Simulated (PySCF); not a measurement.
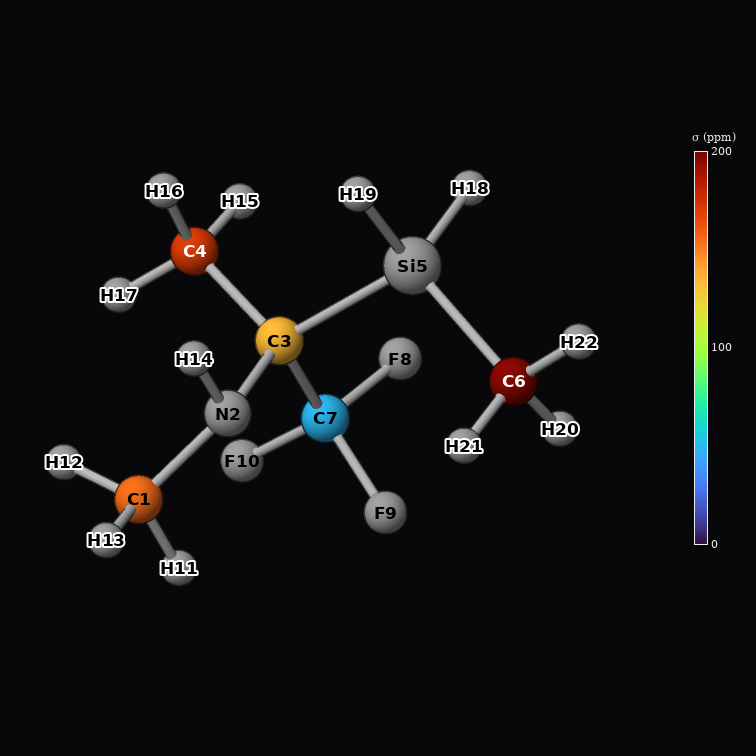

Atoms are coloured by their isotropic NMR shieldings (C only, the others grey). Computed geometry: GFN2-xTB optimisation. No frequency run is at hand to confirm it as a minimum. Method: GIAO PBE0/pcSseg-1 NMR shielding, non-relativistic, gas phase (PySCF 2.14.0).

Which C atom is the most shielded (lowest chemical shift)?

Answer. C6 (195.4 ppm).

Which C atom is the least shielded (highest chemical shift)?

Answer. C7 (48.8 ppm).

How wide is the range of C shifts?

Answer. 146.6 ppm.

Give the isotropic NMR shieldings of the C atoms atom by atom.

```csv
atom,σ (ppm)
C1,154.5
C3,133.9
C4,170.0
C6,195.4
C7,48.8
```

The geometry is semi-empirical. Around Si such bond lengths and angles can be off by a tenth of an ångström or more and by several degrees, and values that hang on the shape move with them.
